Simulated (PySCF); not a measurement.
Consider C$_{2}$H$_{12}$O$_{2}$Si$_{4}$ (SMILES O=CC([SiH3])([SiH3])[SiH2]O[SiH3]).

The calculation's input:

```
{"job": {"kind": "nmr", "xc": "PBE0", "basis": "pcSseg-1"}, "charge": 0, "multiplicity": 1}
O     -0.146786     1.288920    -1.954305
C     -0.387006     0.142906    -1.634256
C     -0.828723    -0.206838    -0.296067
Si    -2.421345    -1.242748    -0.372450
Si    -1.018629     1.518639     0.522386
Si     0.575719    -1.237133     0.485293
O      1.976707    -0.456300     0.347823
Si     3.078984     0.685399    -0.021215
H     -0.257383    -0.676507    -2.367963
H     -2.747508    -1.722790     0.969654
H     -3.516231    -0.424137    -0.896882
H     -2.222580    -2.392030    -1.261862
H     -2.033872     2.270859    -0.209693
H      0.248839     2.233937     0.601692
H     -1.514550     1.274858     1.888091
H      0.321000    -1.415223     1.910722
H      0.771254    -2.495575    -0.235447
H      3.003819     1.690274     1.037152
H      2.770205     1.223153    -1.339886
H      4.342938    -0.048984     0.004783
```

Launched as:

```sh
OMP_NUM_THREADS=1 python probes_run.py task.json out
```

Geometry: GFN2-xTB.

All numbers below come from PySCF, PBE0/pcSseg-1, SCF density, gas phase, non-relativistic.

> Predict the electron density and electron localisation function between the atoms.

C–O (1.21 Å): the density is about 3.3 e/Å³ at the midpoint; the ELF peaks at about 0.85 between the atoms (a short, multiple covalent bond).
C–C (1.45 Å): ρ at the midpoint is about 1.9 e/Å³; the ELF peaks at about 0.95 between the atoms (localised, covalent bonding).
C–Si (1.92 Å): ρ is about 0.85 e/Å³ halfway; the ELF peaks at about 0.95 between the atoms, as expected for a shared electron pair.
C–H (1.11 Å): the density is about 2 e/Å³ at the midpoint; the ELF climbs to about 1 towards the hydrogen, as it does in any bond to H (an ordinary covalent bond to hydrogen).

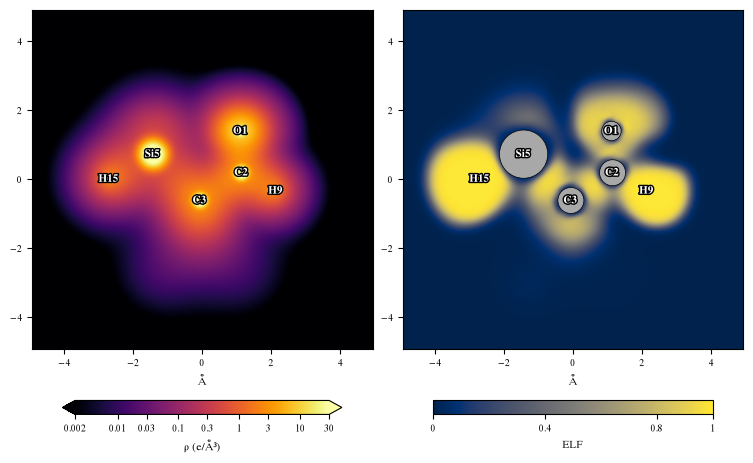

Computed electron density and electron localisation function on the plane of atoms C2, C3 and Si5, in this order. Grey discs cover the atomic cores in the ELF map. 
